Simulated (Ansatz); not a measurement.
**BSiN (triplet): from Hartree-Fock to the top rungs at a displaced geometry (v1), cc-pVDZ**

How much of the correlation energy of BSiN (triplet) does each wave-function method recover here?

Method: cc-pVDZ, core rule «outside noble gas», up to 7 orbitals frozen; program: Ansatz 0.2.0, Gaussian basis.

The runs, in order: UHF; CCSD(T) on ROHF; CCSD(T) on UHF; BCCD(T) on ROHF; CISD as a restricted active space (open shells left free, so some higher excitations enter); CCSDT(Q) on ROHF; CCSDT(Q) on UHF.

31 further runs of the same task are left out: 6 for a known fault of the program, 11 that didn't finish, 14 set aside as unsound or not needed. Runs told in other sessions of the task aren't counted.

### Step 1. What is computed

The geometry is a PBE0/def2-TZVP stationary point (not a proven minimum) with its atoms shifted at random (size 0.040 Å).

3 atoms, charge 0, spin multiplicity 3.

Atoms are counted from 1 here; the program's logs count them from 0.

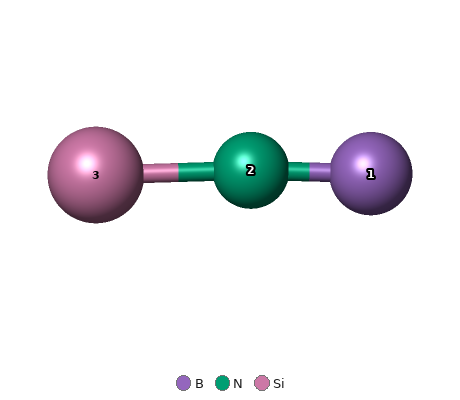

The structure; boron purple, nitrogen teal, silicon pink; atoms are numbered from 1 in the order of the file.

In the tables R marks a restricted open-shell determinant and U an unrestricted one; energies count from the table's Hartree-Fock row.

### Step 2. UHF

in.yaml

```yaml
crystal:
  periodic: [false, false, false]
  atoms:
    - {symbol: B, position_ang: [-0.015433, -0.009008, -1.386127]}
    - {symbol: N, position_ang: [-0.016266, -0.025151, -0.122780]}
    - {symbol: Si, position_ang: [0.031698, 0.034159, 1.508907]}
basis:
  gaussian: {orbitals: cc-pVDZ}
magnetization: {spin_polarized: true, initial_magnetization: 2}
hamiltonian: {xc: hf}
output: {orbitals: {seedname: orbitals}}
```

On the command line:

```sh
ansatz run in.yaml --threads 1 --pin off --events-out ev --progress --plain --max-ram 2393MiB
```

What it wrote:

```text
Functional definition: HF
  name "HF"
  cite "Fock, Z. Phys. 61, 126 (1930) doi:10.1007/BF01340294"
  parent pbe
  exchange = exact_x
  correlation = 0
454 factors; integrals over basis functions are off by at most 1.2e-3 eV
mean field evaluation 1: about -10009.1790 eV, gradient 2.5e1 eV
mean field evaluation 2: about -10009.2510 eV, gradient 2.5e1 eV
mean field evaluation 4: about -10012.8986 eV, gradient 3.9e0 eV
mean field evaluation 8: about -10013.3995 eV, gradient 4.7e-1 eV
mean field evaluation 16: about -10013.4264 eV, gradient 2.3e-5 eV
mean field evaluation 32: about -10013.4153 eV, gradient 5.3e-1 eV
mean field evaluation 64: about -10013.4248 eV, gradient 2.3e-3 eV
mean field evaluation 96: about -10013.3761 eV, gradient 6.3e-1 eV
mean field evaluation 128: about -10013.4246 eV, gradient 1.1e-2 eV
mean field evaluation 160: about -10013.3978 eV, gradient 1.1e0 eV
mean field evaluation 192: about -10010.5357 eV, gradient 1.9e0 eV
mean field evaluation 224: about -10008.5206 eV, gradient 1.2e1 eV
mean field evaluation 256: about -10013.4263 eV, gradient 3.9e-2 eV
mean field evaluation 288: about -10010.9415 eV, gradient 4.6e-4 eV
mean field -10013.42639846 eV, -367.9866327991 hartree, gradient 4.1e-6 eV, S^2 2.130878; 4 other end points of the search recorded, 0 dependent functions left out
reference -10013.42639846 eV, -367.9866327991 hartree; 14, 12 occupied and 32, 34 virtual orbitals, 454 factors
Total energy: -10013.42639846 eV, -367.9866327991 hartree
```

It took 2.7 s on 1 thread of Intel Xeon Platinum 8259CL at 2.50GHz, shared host.

From the report: ⟨S²⟩ of the determinant 2.131 (pure triplet: 2.00).

### Step 3. CCSD(T) on ROHF

in.yaml: that of step 2 with these lines changed.

```diff
@@ -8,4 +8,4 @@
   gaussian: {orbitals: cc-pVDZ}
-magnetization: {spin_polarized: true, initial_magnetization: 2}
-hamiltonian: {xc: hf}
-output: {orbitals: {seedname: orbitals}}
+magnetization: {spin_polarized: false, initial_magnetization: 2}
+correlation: {method: ccsd_t, electrons: outside_noble_gas}
+output: {forces: true}
```

Launched as before.

What it wrote, shortened:

```text
Functional definition: HF
  name "HF"
  cite "Fock, Z. Phys. 61, 126 (1930) doi:10.1007/BF01340294"
  parent pbe
[...]
454 factors; integrals over basis functions are off by at most 1.2e-3 eV
[...]
mean field -10013.08400654 eV, -367.9740501281 hartree, gradient 2.8e-6 eV, S^2 2.000000; 13 other end points of the search recorded, 0 dependent functions left out
[...]
determinant -10013.08400654 eV, -367.9740501281 hartree, with singles and doubles -10021.21977428 eV, -368.2730340779 hartree
determinant -10013.08265459 eV, -367.9740004451 hartree, with singles and doubles -10021.21807698 eV, -368.2729717034 hartree
determinant -10010.36861547 eV, -367.8742613472 hartree, with singles and doubles -10017.98403259 eV, -368.1541227641 hartree
determinant -10010.36698669 eV, -367.8742014905 hartree, with singles and doubles -10017.97935085 eV, -368.1539507136 hartree
[...]
7 core orbitals not correlated: weight in the atoms' cores, before any rotation towards them, 1.000 or more for the frozen orbitals, at most 0.000 for the correlated occupied ones
reference -10013.08400654 eV, -367.9740501281 hartree; 7, 5 occupied and 32, 34 virtual orbitals, 454 factors
second order -7.42370824 eV of doubles, -0.11039395 eV of singles
cycle   1  -8.13702848 eV  change   -2.0e-6 eV  update   3.9e-6
[...]
cycle   8  -8.13702624 eV  change   -1.6e-9 eV  update  7.7e-10
perturbative correction -0.35814890 eV, -0.0131617294 hartree
[...]
Total energy: -10021.57918168 eV, -368.2862420563 hartree
Atom 0 at    -0.015433    -0.009008    -1.386127 Å, force    -0.014183     0.007125    -2.590356 eV/Å
Atom 1 at    -0.016266    -0.025151    -0.122780 Å, force    -0.063338    -0.098086    -0.465379 eV/Å
Atom 2 at     0.031698     0.034159     1.508907 Å, force     0.077521     0.090961     3.055734 eV/Å
Dipole moment:     0.001067     0.003648    -0.162777 e Å
```

Wall time 18 s (1 thread of Intel Xeon Platinum 8259CL at 2.50GHz, shared host).

From the report: correlation -8.4952 eV; T1 0.037; largest double amplitude 0.08.

### Step 4. CCSD(T) on UHF

in.yaml: that of step 3 with these lines changed.

```diff
@@ -8,3 +8,3 @@
   gaussian: {orbitals: cc-pVDZ}
-magnetization: {spin_polarized: false, initial_magnetization: 2}
+magnetization: {spin_polarized: true, initial_magnetization: 2}
 correlation: {method: ccsd_t, electrons: outside_noble_gas}
```

Same command.

What it wrote, shortened:

```text
Functional definition: HF
  name "HF"
  cite "Fock, Z. Phys. 61, 126 (1930) doi:10.1007/BF01340294"
  parent pbe
[...]
454 factors; integrals over basis functions are off by at most 1.2e-3 eV
[...]
mean field -10013.42639846 eV, -367.9866327991 hartree, gradient 3.9e-6 eV, S^2 2.130878; 19 other end points of the search recorded, 0 dependent functions left out
determinant -10013.42639846 eV, -367.9866327991 hartree, with singles and doubles -10021.23005503 eV, -368.2734118888 hartree
determinant -10013.42458335 eV, -367.9865660952 hartree, with singles and doubles -10021.22834525 eV, -368.2733490553 hartree
determinant -10010.94154951 eV, -367.8953162844 hartree, with singles and doubles -10018.10962458 eV, -368.1587381848 hartree
determinant -10010.58879996 eV, -367.8823529777 hartree, with singles and doubles -10017.98893278 eV, -368.1543028429 hartree
[...]
7 core orbitals not correlated: weight in the atoms' cores, before any rotation towards them, 1.000 or more for the frozen orbitals, at most 0.000 for the correlated occupied ones
reference -10013.42639846 eV, -367.9866327991 hartree; 7, 5 occupied and 32, 34 virtual orbitals, 454 factors
second order -7.09446235 eV of doubles, -0.00000000 eV of singles
cycle   1  -7.80685763 eV  change   -1.2e-6 eV  update   1.5e-6
[...]
cycle   7  -7.80685730 eV  change   3.1e-10 eV  update   1.2e-9
perturbative correction -0.33563365 eV, -0.0123343093 hartree
[...]
Total energy: -10021.56888941 eV, -368.2858638225 hartree
Atom 0 at    -0.015433    -0.009008    -1.386127 Å, force    -0.014236     0.006026    -2.503874 eV/Å
Atom 1 at    -0.016266    -0.025151    -0.122780 Å, force    -0.063261    -0.096959    -0.550914 eV/Å
Atom 2 at     0.031698     0.034159     1.508907 Å, force     0.077496     0.090932     3.054788 eV/Å
Dipole moment:     0.001010     0.003630    -0.169198 e Å
```

Wall time 20 s (1 thread of Intel Xeon Platinum 8259CL at 2.50GHz, shared host).

From the report: ⟨S²⟩ of the determinant 2.131 (pure triplet: 2.00); correlation -8.1425 eV; T1 0.031; largest double amplitude 0.08.

### Step 5. BCCD(T) on ROHF

in.yaml: that of step 4 with these lines changed.

```diff
@@ -8,4 +8,3 @@
   gaussian: {orbitals: cc-pVDZ}
-magnetization: {spin_polarized: true, initial_magnetization: 2}
-correlation: {method: ccsd_t, electrons: outside_noble_gas}
-output: {forces: true}
+magnetization: {spin_polarized: false, initial_magnetization: 2}
+correlation: {method: bccd_t, electrons: outside_noble_gas}
```

The command is unchanged.

What it wrote, shortened:

```text
Functional definition: HF
  name "HF"
  cite "Fock, Z. Phys. 61, 126 (1930) doi:10.1007/BF01340294"
  parent pbe
[...]
454 factors; integrals over basis functions are off by at most 1.2e-3 eV
[...]
mean field -10013.08400654 eV, -367.9740501281 hartree, gradient 2.8e-6 eV, S^2 2.000000; 13 other end points of the search recorded, 0 dependent functions left out
[...]
determinant -10013.08400654 eV, -367.9740501281 hartree, with singles and doubles -10021.21977428 eV, -368.2730340779 hartree
determinant -10013.08265459 eV, -367.9740004451 hartree, with singles and doubles -10021.21807698 eV, -368.2729717034 hartree
determinant -10010.36861547 eV, -367.8742613472 hartree, with singles and doubles -10017.98403259 eV, -368.1541227641 hartree
determinant -10010.36698669 eV, -367.8742014905 hartree, with singles and doubles -10017.97935085 eV, -368.1539507136 hartree
determinant -10010.09050470 eV, -367.8640409646 hartree, with singles and doubles -10017.73608059 eV, -368.1450106962 hartree
determinant -10010.08942291 eV, -367.8640012097 hartree, with singles and doubles -10017.72993751 eV, -368.1447849422 hartree
determinant -10013.08400654 eV, -367.9740501281 hartree, with singles and doubles -10021.22103303 eV, -368.2730803361 hartree
determinant -10013.08265459 eV, -367.9740004451 hartree, with singles and doubles -10021.21933977 eV, -368.2730181101 hartree
7 core orbitals not correlated: weight in the atoms' cores, before any rotation towards them, 1.000 or more for the frozen orbitals, at most 0.000 for the correlated occupied ones
reference -10013.08400654 eV, -367.9740501281 hartree; 7, 5 occupied and 32, 34 virtual orbitals, 454 factors
second order -7.42370824 eV of doubles, -0.11039395 eV of singles
cycle   1  -8.11070764 eV  change    2.6e-2 eV  update   2.0e-2
[...]
cycle  11  -8.11721663 eV  change   -7.2e-6 eV  update   9.3e-6
perturbative correction -0.37470639 eV, -0.0137702057 hartree
Total energy: -10021.57592955 eV, -368.2861225430 hartree
```

Wall time 13 s (1 thread of Intel Xeon Platinum 8259CL at 2.50GHz, shared host).

From the report: correlation -8.4919 eV; largest double amplitude 0.08.

### Step 6. CISD as a restricted active space (open shells left free, so some higher excitations enter)

in.yaml: that of step 5 with these lines changed.

```diff
@@ -9,2 +9,2 @@
 magnetization: {spin_polarized: false, initial_magnetization: 2}
-correlation: {method: bccd_t, electrons: outside_noble_gas}
+correlation: {active_space: {ras: {orbitals: [5, 2, 32], electrons: 12, max_holes: 2, max_particles: 2}, fixed_orbitals: true}}
```

The command is unchanged.

What it wrote, shortened:

```text
Functional definition: HF
  name "HF"
  cite "Fock, Z. Phys. 61, 126 (1930) doi:10.1007/BF01340294"
  parent pbe
[...]
454 factors; integrals over basis functions are off by at most 1.2e-3 eV
[...]
mean field -10013.08400654 eV, -367.9740501281 hartree, gradient 2.8e-6 eV, S^2 2.000000; 10 other end points of the search recorded, 0 dependent functions left out
reference -10013.08400654 eV, -367.9740501281 hartree; 14, 12 occupied and 32, 34 virtual orbitals, 454 factors
state -10020.43262857 eV, -368.2441070069 hartree
Total energy: -10020.43262857 eV, -368.2441070069 hartree
```

It took 7 s on 1 thread of Intel Xeon Platinum 8259CL at 2.50GHz, shared host.

From the report: 113,272 determinants.

### Step 7. CCSDT(Q) on ROHF

in.yaml: that of step 6 with these lines changed.

```diff
@@ -9,2 +9,2 @@
 magnetization: {spin_polarized: false, initial_magnetization: 2}
-correlation: {active_space: {ras: {orbitals: [5, 2, 32], electrons: 12, max_holes: 2, max_particles: 2}, fixed_orbitals: true}}
+correlation: {method: ccsdt_q, electrons: outside_noble_gas}
```

Same command.

What it wrote, shortened:

```text
Functional definition: HF
  name "HF"
  cite "Fock, Z. Phys. 61, 126 (1930) doi:10.1007/BF01340294"
  parent pbe
[...]
846 factors; integrals over basis functions are off by at most 2.4e-7 eV
[...]
mean field -10013.08408895 eV, -367.9740531567 hartree, gradient 2.3e-6 eV, S^2 2.000000; 13 other end points of the search recorded, 0 dependent functions left out
[...]
determinant -10013.08408895 eV, -367.9740531567 hartree, with singles and doubles -10021.21985960 eV, -368.2730372134 hartree
determinant -10013.08273695 eV, -367.9740034718 hartree, with singles and doubles -10021.21816238 eV, -368.2729748417 hartree
determinant -10010.36869274 eV, -367.8742641867 hartree, with singles and doubles -10017.98412210 eV, -368.1541260537 hartree
determinant -10010.36706397 eV, -367.8742043304 hartree, with singles and doubles -10017.97944071 eV, -368.1539540157 hartree
determinant -10010.09058631 eV, -367.8640439637 hartree, with singles and doubles -10017.73617321 eV, -368.1450141001 hartree
determinant -10010.08950458 eV, -367.8640042111 hartree, with singles and doubles -10017.73002780 eV, -368.1447882605 hartree
determinant -10013.08408895 eV, -367.9740531567 hartree, with singles and doubles -10021.22111837 eV, -368.2730834723 hartree
determinant -10013.08273695 eV, -367.9740034718 hartree, with singles and doubles -10021.21942560 eV, -368.2730212642 hartree
7 core orbitals not correlated: weight in the atoms' cores, before any rotation towards them, 1.000 or more for the frozen orbitals, at most 0.000 for the correlated occupied ones
reference -10013.08408895 eV, -367.9740531567 hartree; 7, 5 occupied and 32, 34 virtual orbitals, 846 factors
second order -7.42371766 eV of doubles, -0.11039417 eV of singles
cycle   1  -7.68817983 eV  change   -1.5e-1 eV  update   1.2e-1
[...]
cycle  22  -8.52286069 eV  change   -4.4e-7 eV  update   1.0e-6
perturbative correction -0.03089468 eV, -0.0011353584 hartree
Total energy: -10021.63784431 eV, -368.2883978683 hartree
```

It took 54 s on 1 thread of Intel Xeon Platinum 8259CL at 2.50GHz, shared host; peak memory 0.54 GiB.

From the report: correlation -8.5538 eV; T1 0.037; largest double amplitude 0.09.

### Step 8. CCSDT(Q) on UHF

in.yaml: that of step 7 with these lines changed.

```diff
@@ -8,3 +8,3 @@
   gaussian: {orbitals: cc-pVDZ}
-magnetization: {spin_polarized: false, initial_magnetization: 2}
+magnetization: {spin_polarized: true, initial_magnetization: 2}
 correlation: {method: ccsdt_q, electrons: outside_noble_gas}
```

Launched as before.

What it wrote, shortened:

```text
Functional definition: HF
  name "HF"
  cite "Fock, Z. Phys. 61, 126 (1930) doi:10.1007/BF01340294"
  parent pbe
[...]
846 factors; integrals over basis functions are off by at most 2.4e-7 eV
[...]
mean field -10013.42648182 eV, -367.9866358625 hartree, gradient 3.5e-6 eV, S^2 2.130879; 19 other end points of the search recorded, 0 dependent functions left out
determinant -10013.42648182 eV, -367.9866358625 hartree, with singles and doubles -10021.23014019 eV, -368.2734150184 hartree
determinant -10013.42466666 eV, -367.9865691566 hartree, with singles and doubles -10021.22843100 eV, -368.2733522066 hartree
determinant -10010.94166563 eV, -367.8953205521 hartree, with singles and doubles -10018.10971824 eV, -368.1587416268 hartree
determinant -10010.58887787 eV, -367.8823558409 hartree, with singles and doubles -10017.98902286 eV, -368.1543061533 hartree
[...]
determinant -10010.28796308 eV, -367.8712974263 hartree, with singles and doubles -10017.74082381 eV, -368.1451850065 hartree
determinant -10013.42648182 eV, -367.9866358625 hartree, with singles and doubles -10021.23334031 eV, -368.2735326204 hartree
determinant -10013.42466666 eV, -367.9865691566 hartree, with singles and doubles -10021.23163041 eV, -368.2734697827 hartree
7 core orbitals not correlated: weight in the atoms' cores, before any rotation towards them, 1.000 or more for the frozen orbitals, at most 0.000 for the correlated occupied ones
reference -10013.42648182 eV, -367.9866358625 hartree; 7, 5 occupied and 32, 34 virtual orbitals, 846 factors
second order -7.09446990 eV of doubles, -0.00000000 eV of singles
cycle   1  -7.32146825 eV  change   -2.3e-1 eV  update   1.1e-1
[...]
cycle  23  -8.18109569 eV  change    6.4e-7 eV  update   7.2e-7
perturbative correction -0.03521336 eV, -0.0012940673 hartree
Total energy: -10021.64279087 eV, -368.2885796511 hartree
```

Wall time 56 s (1 thread of Intel Xeon Platinum 8259CL at 2.50GHz, shared host); peak memory 0.43 GiB.

From the report: ⟨S²⟩ of the determinant 2.131 (pure triplet: 2.00); correlation -8.2163 eV; T1 0.034; largest double amplitude 0.09.

### Step 9. All levels against the top one

The yardstick is UCCSDT(Q), where the cluster series has nearly closed. Rows without a time are mean-field rows or come out of runs for another level: lower rungs of the coupled-cluster runs, or the Hartree-Fock search. The times of RCCSD(T), UCCSD(T) include forces.

Differences are taken before rounding.

| method | energy from the lowest ROHF (kJ/mol) | from UCCSDT(Q) (kJ/mol) | time |
| --- | --- | --- | --- |
| ROHF | 0.0 | +825.8 |  |
| UHF | -33.0 | +792.8 |  |
| RMP2 | -726.9 | +98.9 |  |
| UMP2 | -717.5 | +108.2 |  |
| CISD | -709.0 | +116.8 | 7 s |
| RCCSD | -785.1 | +40.7 |  |
| UCCSD | -786.3 | +39.5 |  |
| RCCSD(T) | -819.7 | +6.1 | 18 s |
| UCCSD(T) | -818.7 | +7.1 | 20 s |
| BCCD(T) | -819.3 | +6.5 | 13 s |
| RCCSDT | -822.3 | +3.5 |  |
| UCCSDT | -822.4 | +3.4 |  |
| RCCSDT(Q) | -825.3 | +0.5 | 54 s |
| UCCSDT(Q) | -825.8 | 0 | 56 s |

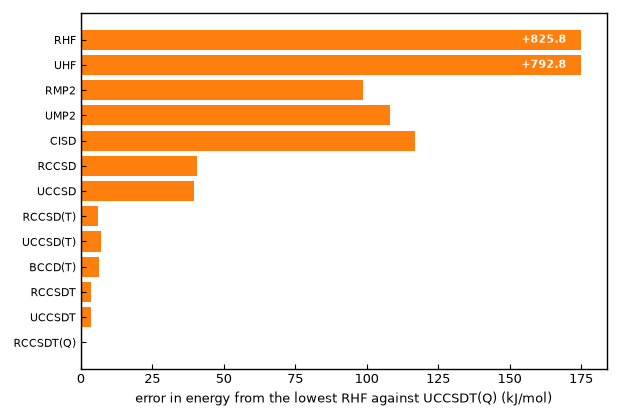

Deviations from UCCSDT(Q), method by method. Bars with a number in them are cut short.

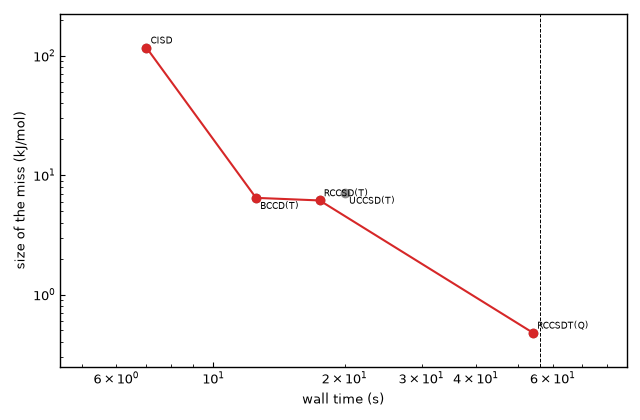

Miss against cost. Red marks the levels that no quicker level drawn beats (of those quicker than the yardstick), and the dashed line is the time of UCCSDT(Q). Times are from a shared host.

### Step 10. Summary of results

| quantity | value |
| --- | --- |
| UCCSDT(Q) from the ROHF energy | -8.5588 eV |
| RMP2 from UCCSDT(Q) | +98.9 kJ/mol |
| UMP2 from UCCSDT(Q) | +108.2 kJ/mol |
| RCCSD from UCCSDT(Q) | +40.7 kJ/mol |
| RCCSD(T) from UCCSDT(Q) | +6.1 kJ/mol |
| UCCSD(T) from UCCSDT(Q) | +7.1 kJ/mol |
| RCCSDT(Q) from UCCSDT(Q) | +0.5 kJ/mol |
| levels within 1 kcal/mol (43 meV) | RCCSDT, UCCSDT, RCCSDT(Q) |
| T1 diagnostic | 0.037 |

**Reading.** RCCSD(T) misses by +6.1 kJ/mol, 0.7 % of the correlation energy. These misses are within one basis, not against nature; the frozen cores of restricted and unrestricted runs differ, which can shift their rows.

With open shells the CI space here admits some higher excitations, so it is larger than plain CISD.

For cost: RCCSDT(Q) gets within 0.5 kJ/mol in 54 s, where UCCSDT(Q) took 56 s; the quickest level in the cost chart, CISD, takes 7 s and misses by 116.8 kJ/mol.
